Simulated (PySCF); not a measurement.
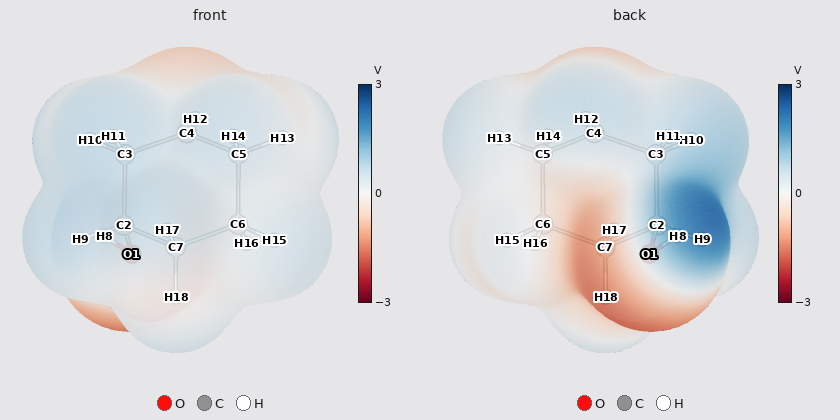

Figure. C6H11O (doublet). The molecular electrostatic potential painted on the density surface at 0.002 e/bohr³, seen from the front and from behind; red is negative and blue positive.

Geometry: GFN2-xTB.

The calculation used UKS B3LYP, pcH-1 on C H O, non-relativistic, mean-field spin-orbit, GIAO in PySCF 2.14.0, density-fitted response routines.

| atom | x (Å) | y (Å) | z (Å) |
| --- | --- | --- | --- |
| O | 1.7390 | -1.1270 | -0.0361 |
| C | 0.8892 | -0.3822 | -0.8779 |
| C | 0.8380 | 1.1169 | -0.4703 |
| C | 0.1750 | 1.2697 | 0.8408 |
| C | -1.1721 | 0.6736 | 0.9698 |
| C | -1.1042 | -0.8232 | 0.5971 |
| C | -0.5101 | -0.9930 | -0.7968 |
| H | 2.5810 | -0.6667 | 0.0447 |
| H | 1.2565 | -0.4470 | -1.9184 |
| H | 1.8517 | 1.5249 | -0.4584 |
| H | 0.2713 | 1.6315 | -1.2551 |
| H | 0.7660 | 1.4567 | 1.7200 |
| H | -1.5607 | 0.7874 | 1.9820 |
| H | -1.8704 | 1.1569 | 0.2759 |
| H | -2.1035 | -1.2610 | 0.6327 |
| H | -0.4701 | -1.3433 | 1.3156 |
| H | -1.1486 | -0.5127 | -1.5410 |
| H | -0.4368 | -2.0553 | -1.0362 |

Question: Which sites attract a positive test charge, and which a negative one?

Answer: A positive charge is drawn to the negative regions and a negative charge to the positive ones. The most negative region (about −1.6 V) lies over O1, the most positive (about +2.3 V) over H8. O1 is the likeliest acceptor of a hydrogen bond.
